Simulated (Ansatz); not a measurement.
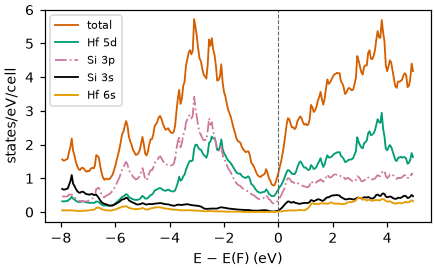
Total and projected density of states of HfSi2 in space group Cmcm (No. 63; Si on 4c, Si on 4c, Hf on 4c), the program Ansatz at the LDA level (PAW)

**Question.** Which orbitals carry the states next to the Fermi level?

**Answer.** Within 0.5 eV of the Fermi level: Hf 5d 50 %, Si 3p 35 %, Si 3s 8 %. Projections are on Löwdin-orthogonalised atomic valence shells; empty p or d shells of many metals are not among them.

**Question.** Where is the tallest occupied peak in this window, and what makes it?

**Answer.** Near -3.1 eV, about 5.7 states/eV per cell; the largest projected share is Si 3p.

The LDA relaxation kept the symmetry of its start; of distortions, only those at the zone centre were tested. The run is not spin-polarised. Spin–orbit coupling is left out wherever it is not named.

Potentials: the later of the program's two PAW sets.
